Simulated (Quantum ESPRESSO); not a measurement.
# Projected density of states of magnetic CrSiTe3

Aim: the densities of states of CrSiTe3 in the lowest state of several starts.

Main program and level: Quantum ESPRESSO 7.5; PBEsol with U = 3.5 eV on Cr d (ortho-atomic projectors); plane waves with GBRV 1.5 PBEsol potentials, no spin-orbit coupling.

## (1) Starting point

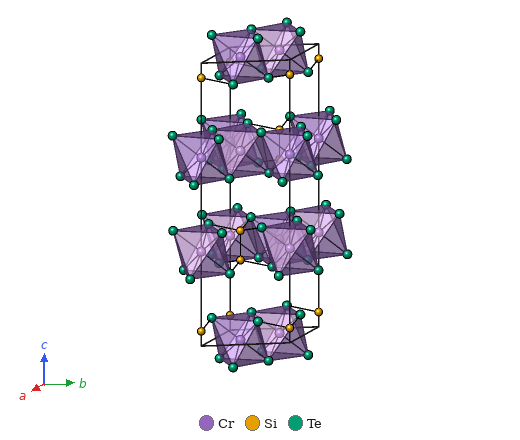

The cell as given, slightly off an axis (chromium purple, silicon orange, tellurium teal). This picture shows the conventional cell, with its axes. Some periodic images of atoms are drawn too.

The cell comes from Materials Project 2023-11-01, a database of computed structures, and need not be the stable phase.

## (2) The magnetic state

This state came out lowest in a comparison of starts that is told elsewhere.

pw.in reads:

```
&CONTROL
  calculation = 'scf'
  prefix = 'pwscf'
  outdir = './tmp'
  pseudo_dir = './pseudo'
  disk_io = 'low'
/
&SYSTEM
  ibrav = 0
  celldm(1) = 8
  nat = 10
  ntyp = 3
  ecutwfc = 40
  ecutrho = 280
  nbnd = 56
  occupations = 'smearing'
  smearing = 'fd'
  degauss = 0.00367493
  nspin = 2
  starting_magnetization(1) = 0.2143
  starting_magnetization(2) = 0
  starting_magnetization(3) = 0
/
&ELECTRONS
  conv_thr = 2d-08
  electron_maxstep = 150
  mixing_beta = 0.3
/
ATOMIC_SPECIES
Cr     51.9961 cr_pbesol_v1.5.uspp.F.UPF
Si     28.0850 si_pbesol_v1.uspp.F.UPF
Te    127.6000 te_pbesol_v1.uspp.F.UPF
CELL_PARAMETERS alat
   0.8067385939986    0.4657707444155    1.7143779670744
  -0.8067385939986    0.4657707444155    1.7143779670744
   0.0000000000000   -0.9315414888310    1.7143779670744
ATOMIC_POSITIONS crystal
Cr      0.6661873000    0.6661873000    0.6661873000
Cr      0.3338127000    0.3338127000    0.3338127000
Si      0.0522024200    0.0522024200    0.0522024200
Si      0.9477975800    0.9477975800    0.9477975800
Te      0.7211835100    0.0776504400    0.4397477900
Te      0.4397477900    0.7211835100    0.0776504400
Te      0.0776504400    0.4397477900    0.7211835100
Te      0.9223495600    0.5602522100    0.2788164900
Te      0.5602522100    0.2788164900    0.9223495600
Te      0.2788164900    0.9223495600    0.5602522100
K_POINTS automatic
4 4 4 0 0 0
HUBBARD {ortho-atomic}
U Cr-3d 3.5000
```

Started as:

```bash
$ OMP_NUM_THREADS=1 mpirun -n 4 pw.x -nk 4 -in pw.in > pw.out
```

The program printed:

```text
Program PWSCF v.7.5 starts

     Message from routine setup:
     using ibrav=0 with symmetry is DISCOURAGED, use correct ibrav instead

     K-points division:     npool     =       4
     Subspace diagonalization in iterative solution of the eigenvalue problem:

     bravais-lattice index     =            0
     lattice parameter (alat)  =       8.0000  a.u.
     unit-cell volume          =    1978.9409 (a.u.)^3
     number of atoms/cell      =           10
     number of atomic types    =            3
     number of electrons       =        72.00
     number of Kohn-Sham states=           56
     kinetic-energy cutoff     =      40.0000  Ry
     charge density cutoff     =     280.0000  Ry
     scf convergence threshold =      2.0E-08
     mixing beta               =       0.3000
     number of iterations used =            8  plain     mixing
     Exchange-correlation= SLA  PW   PSX  PSC
                           (   1   4  10   8   0   0   0)
     Hubbard projectors: ortho-atomic
     Hubbard parameters of DFT+U (Dudarev formulation) in eV:
     U(Cr-3d) =  3.5000

     Internal variables: lda_plus_u =T, lda_plus_u_kind = 0

     Internal variables: orbital_resolved =F, hub_pot_fix =F, apply_U = F

     celldm(1)=   8.000000  celldm(2)=   0.000000  celldm(3)=   0.000000
     celldm(4)=   0.000000  celldm(5)=   0.000000  celldm(6)=   0.000000

     crystal axes: (cart. coord. in units of alat)
               a(1) = (   0.806739   0.465771   1.714378 )
               a(2) = (  -0.806739   0.465771   1.714378 )
               a(3) = (   0.000000  -0.931541   1.714378 )

     reciprocal axes: (cart. coord. in units 2 pi/alat)
               b(1) = (  0.619779  0.357830  0.194434 )
               b(2) = ( -0.619779  0.357830  0.194434 )
               b(3) = (  0.000000 -0.715660  0.194434 )

     PseudoPot. # 1 for Cr read from file:
     cr_pbesol_v1.5.uspp.F.UPF
     Pseudo is Ultrasoft + core correction, Zval = 14.0

     PseudoPot. # 2 for Si read from file:
     si_pbesol_v1.uspp.F.UPF
     Pseudo is Ultrasoft + core correction, Zval =  4.0

     PseudoPot. # 3 for Te read from file:
     te_pbesol_v1.uspp.F.UPF
     Pseudo is Ultrasoft + core correction, Zval =  6.0

     atomic species   valence    mass     pseudopotential
     Cr               14.00    51.99610     Cr( 1.00)
     Si                4.00    28.08500     Si( 1.00)
     Te                6.00   127.60000     Te( 1.00)

     Starting magnetic structure
     atomic species   magnetization
     Cr              0.214
     Si              0.000
     Te              0.000

      6 Sym. Ops., with inversion, found

   Cartesian axes

     site n.     atom                  positions (alat units)
         1        Cr     tau(   1) = (   0.0000000  -0.0000000   3.4262905  )
         2        Cr     tau(   2) = (  -0.0000000  -0.0000000   1.7168434  )
         3        Si     tau(   3) = (   0.0000000   0.0000000   0.2684840  )
         4        Si     tau(   4) = (   0.0000000  -0.0000000   4.8746499  )
         5        Te     tau(   5) = (   0.5191630  -0.0375698   2.1233972  )
         6        Te     tau(   6) = (  -0.2270451   0.4683932   2.1233972  )
         7        Te     tau(   7) = (  -0.2921179  -0.4308234   2.1233972  )
         8        Te     tau(   8) = (   0.2921179   0.4308234   3.0197367  )
         9        Te     tau(   9) = (   0.2270451  -0.4683932   3.0197367  )
        10        Te     tau(  10) = (  -0.5191630   0.0375698   3.0197367  )

     number of k points=    14  Fermi-Dirac smearing, width (Ry)=  0.0037
                       cart. coord. in units 2pi/alat
        k(    1) = (   0.0000000   0.0000000   0.0000000), wk =   0.0156250
        k(    2) = (   0.0000000  -0.1789149   0.0486085), wk =   0.0937500
        k(    3) = (   0.0000000   0.3578298  -0.0972170), wk =   0.0468750
        k(    4) = (  -0.1549449  -0.0894575   0.0972170), wk =   0.0937500
        k(    5) = (  -0.1549449   0.4472873  -0.0486085), wk =   0.0937500
        [... 9 further k-points ...]

     Dense  grid:   156649 G-vectors     FFT dimensions: (  90,  90,  90)

     Smooth grid:    67585 G-vectors     FFT dimensions: (  64,  64,  64)

     Generating pointlists ...
     new r_m :   0.2722 (alat units)  2.1774 (a.u.) for type    1
     new r_m :   0.2215 (alat units)  1.7720 (a.u.) for type    2
     new r_m :   0.2461 (alat units)  1.9684 (a.u.) for type    3

     Initial potential from superposition of free atoms

     starting charge      69.9975, renormalised to      72.0000

     negative rho (up, down):  9.520E-04 6.140E-04

     STARTING HUBBARD OCCUPATIONS:

     =================== HUBBARD OCCUPATIONS ===================
     ------------------------ ATOM    1 ------------------------
     Tr[ns(  1)] (up, down, total) =   3.40000  0.00000  3.40000
     Atomic magnetic moment for atom   1 =   3.40000
     [... lines left out ...]
     ------------------------ ATOM    2 ------------------------
     Tr[ns(  2)] (up, down, total) =   3.40000  0.00000  3.40000
     Atomic magnetic moment for atom   2 =   3.40000
     [... lines left out ...]
     Number of occupied Hubbard levels =    6.8000

     Atomic wfc used for Hubbard projectors are orthogonalized

     Starting wfcs are   52 randomized atomic wfcs +    4 random wfcs

     Self-consistent Calculation

     iteration #  1     ecut=    40.00 Ry     beta= 0.30
     Davidson diagonalization with overlap
     ethr =  1.00E-02,  avg # of iterations =  5.0

     =================== HUBBARD OCCUPATIONS ===================
     ------------------------ ATOM    1 ------------------------
     Tr[ns(  1)] (up, down, total) =   4.41186  0.58169  4.99355
     Atomic magnetic moment for atom   1 =   3.83017
     [... lines left out ...]
     ------------------------ ATOM    2 ------------------------
     Tr[ns(  2)] (up, down, total) =   4.41186  0.58169  4.99355
     Atomic magnetic moment for atom   2 =   3.83017
     [... lines left out ...]
     Number of occupied Hubbard levels =    9.9871

     negative rho (up, down):  3.645E-04 1.010E-03

     total energy              =    -527.97402562 Ry
     estimated scf accuracy    <       1.37220372 Ry

     total magnetization       =     6.06 Bohr mag/cell
     absolute magnetization    =     9.16 Bohr mag/cell

     iteration #  2     ecut=    40.00 Ry     beta= 0.30
     Davidson diagonalization with overlap
     ethr =  1.91E-03,  avg # of iterations =  2.4

     negative rho (up, down):  2.768E-04 1.877E-03

     total energy              =    -528.18035054 Ry
     estimated scf accuracy    <       1.18608870 Ry

     total magnetization       =     6.00 Bohr mag/cell
     absolute magnetization    =     7.69 Bohr mag/cell

     [... further iterations left out ...]

     iteration # 12     ecut=    40.00 Ry     beta= 0.30
     Davidson diagonalization with overlap
     ethr =  4.21E-10,  avg # of iterations =  2.0

     negative rho (up, down):  0.000E+00 1.009E-02

     total energy              =    -528.33673206 Ry
     estimated scf accuracy    <       0.00000016 Ry

     total magnetization       =     6.00 Bohr mag/cell
     absolute magnetization    =     9.50 Bohr mag/cell

     iteration # 13     ecut=    40.00 Ry     beta= 0.30
     Davidson diagonalization with overlap
     ethr =  2.27E-10,  avg # of iterations =  1.6

     negative rho (up, down):  0.000E+00 1.009E-02

     Magnetic moment per site  (integrated on atomic sphere of radius R)
     atom   1 (R=0.272)  charge= 12.5420  magn=  3.5447
     atom   2 (R=0.272)  charge= 12.5420  magn=  3.5447
     atom   3 (R=0.221)  charge=  1.6142  magn=  0.0085
     atom   4 (R=0.221)  charge=  1.6142  magn=  0.0085
     atom   5 (R=0.246)  charge=  2.6811  magn= -0.1332
     atom   6 (R=0.246)  charge=  2.6811  magn= -0.1332
     atom   7 (R=0.246)  charge=  2.6811  magn= -0.1332
     atom   8 (R=0.246)  charge=  2.6811  magn= -0.1332
     atom   9 (R=0.246)  charge=  2.6811  magn= -0.1332
     atom  10 (R=0.246)  charge=  2.6811  magn= -0.1332

     End of self-consistent calculation

     =================== HUBBARD OCCUPATIONS ===================
     ------------------------ ATOM    1 ------------------------
     Tr[ns(  1)] (up, down, total) =   4.15616  0.34194  4.49810
     Atomic magnetic moment for atom   1 =   3.81421
     [... lines left out ...]
     ------------------------ ATOM    2 ------------------------
     Tr[ns(  2)] (up, down, total) =   4.15616  0.34194  4.49810
     Atomic magnetic moment for atom   2 =   3.81421
     [... lines left out ...]
     Number of occupied Hubbard levels =    8.9962

     [... lines left out ...]
     the Fermi energy is     5.8592 ev

!    total energy              =    -528.33673212 Ry
     estimated scf accuracy    <          7.2E-09 Ry
     smearing contrib. (-TS)   =      -0.00016273 Ry
     internal energy E=F+TS    =    -528.33656939 Ry

     The total energy is F=E-TS. E is the sum of the following terms:
     one-electron contribution =    -348.27878938 Ry
     hartree contribution      =     197.30316577 Ry
     xc contribution           =    -139.38164149 Ry
     ewald contribution        =    -238.19940137 Ry
     Hubbard energy            =       0.22009707 Ry

     total magnetization       =     6.00 Bohr mag/cell
     absolute magnetization    =     9.50 Bohr mag/cell

     convergence has been achieved in  13 iterations

=------------------------------------------------------------------------------=
   JOB DONE.
=------------------------------------------------------------------------------=
```

Elapsed: 2.2 min, on 4 MPI ranks of Arm Neoverse V1, shared host; peak memory 1.5 GiB; 8.7 min of CPU time.

Spin moment in the atom's sphere by atom:

```tsv
atom	spin moment in the atom's sphere (μB)
Cr1	3.54
Cr2	3.54
Si3	0.01
Si4	0.01
Te5	-0.13
Te6	-0.13
Te7	-0.13
Te8	-0.13
Te9	-0.13
Te10	-0.13
```

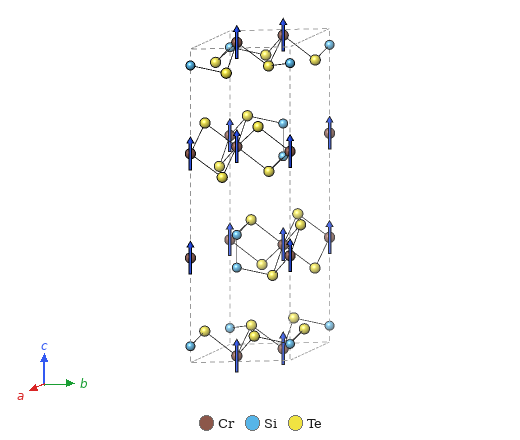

Spin moment in the atom's sphere as arrows, the longest 3.54 μB. Up and down stand for the sign. Arrows give size and sign along the axis of quantisation, drawn up and down the page. Bonds to atoms that aren't drawn are left out. Some periodic images of atoms are drawn too.

This step gave:

| Quantity | Value |
| --- | --- |
| smearing term TS | 0.002214 eV |
| magnetization | 6.001 μB |
| absolute magnetization | 9.502 μB |
| final state | ferromagnetic |

[end of part 1 of 2]

[Logs and program files are shortened in this print: banners, set-up blocks, solver, clock and traceback lines can be left out without a mark of their own.]

[Logs are printed without paths, hosts, clocks, repeated set-up lines and the standing remarks that a program may print on its own settings, such as how far it seeks lower states.]

[Hosts, paths, dates, database ids (printed as entryN), source tags and the programs' standing remarks are cut or masked in the printed files.]

[Where a cell is said to come from a database of computed structures, the database is the Materials Project.]
